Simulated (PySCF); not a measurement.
**Atomic calculation, with input and output: Si²⁺**

- system: Si²⁺, configuration 1s2 2s2 2p6 3s1 3d1, multiplicity 3.
- method: unrestricted HF, ANO-RCC-VTZP, spin-free X2C-1e, Gaussian nucleus (PySCF)

**Input**
```python
from pyscf import gto, scf, dft, mp, cc
import basis_set_exchange as bse
mol = gto.M(atom="Si 0 0 0", charge=2, spin=2, symmetry="D2h",
            basis=gto.basis.parse(bse.get_basis("ANO-RCC-VTZP", elements=["Si"], fmt="nwchem", header=False)),
            nucmod="G")
mf = scf.UHF(mol).sfx2c1e()
mf.irrep_nelec = {'Ag': (3, 2), 'B1g': (1, 0), 'B1u': (1, 1), 'B2u': (1, 1), 'B3u': (1, 1)}
mf.kernel()
```

The script is an equivalent of what the driver set up; the driver started from orbitals of its own, so the log can be shorter than this script's would be, and it computed the properties (radii, ⟨L²⟩, response) afterwards. It held the occupations shell by shell, which the script's counts by irreducible representation don't always enforce.

Hardware: 1 thread of Arm Neoverse V1, 23 GiB of memory available, shared host.

The run was one of a batch that the task file lists, launched with:
```bash
OMP_NUM_THREADS=1 python <driver script> TASK.json OUT
```

**The program's output (extracts)**
```
damping factor = 0
level_shift factor = 0
DIIS = <class 'pyscf.scf.diis.CDIIS'>
diis_start_cycle = 1
diis_space = 10
diis_damp = 0
SCF conv_tol = 1e-09
SCF conv_tol_grad = None
number electrons alpha = 7  beta = 5
cycle= 1 E= -287.979629849105  delta_E= -2.68e-05  |g|= 0.00107  |ddm|= 0.00446
cycle= 2 E= -287.979630587007  delta_E= -7.38e-07  |g|= 0.000225  |ddm|= 0.000873
cycle= 3 E= -287.979630634651  delta_E= -4.76e-08  |g|= 3.35e-05  |ddm|= 0.00027
cycle= 4 E= -287.979630635988  delta_E= -1.34e-09  |g|= 3.44e-06  |ddm|= 5.38e-05
cycle= 5 E= -287.979630636004  delta_E= -1.67e-11  |g|= 1.57e-07  |ddm|= 6.92e-06
converged SCF energy = -287.979630636004  <S^2> = 2.0000638  2S+1 = 3.0000425
```

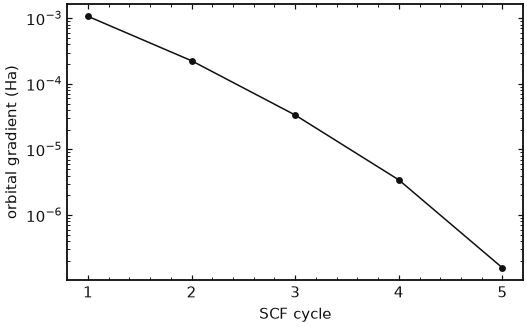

Convergence: orbital gradient against the SCF cycle. The residual falls at every step. It goes from 0.0011 to 1.6×10⁻⁷ in 5 steps.

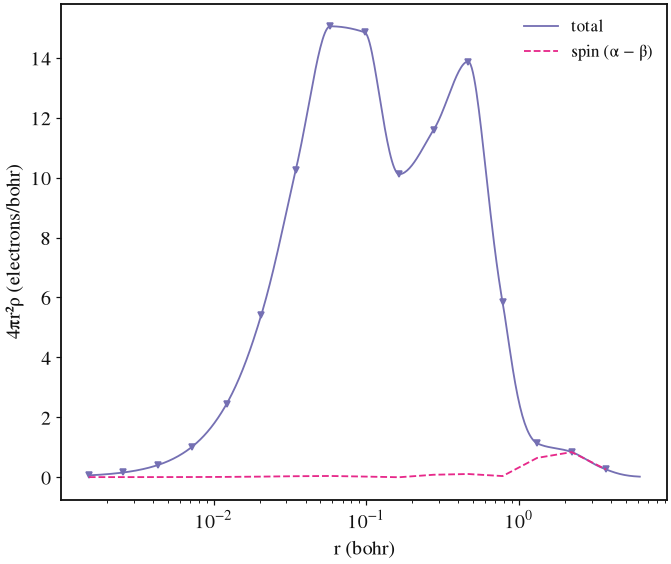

Spherically averaged radial density 4πr²ρ of the mean field and its spin part; markers are the stored points, which are sparse, and the line is a monotone interpolation between them. The largest stored value is 15.1 electrons/bohr at r = 0.058 bohr. Root-mean-square radii of the shells: 1s 0.129, 2p 0.596, 2s 0.611, 3s 2.06, 3d 3.17 bohr.

**Key numbers**

```
      quantity                value
       outcome            converged
  total energy  −287.979631 hartree
          ⟨S²⟩                2.000
          ⟨L²⟩                 6.00
SCF iterations                    5
```

**Remarks**

The driver held the occupations shell by shell, and empty p levels lie below the filled 3d. This is not the ground configuration of the species. Limits: unstable response matrix: no polarizability.
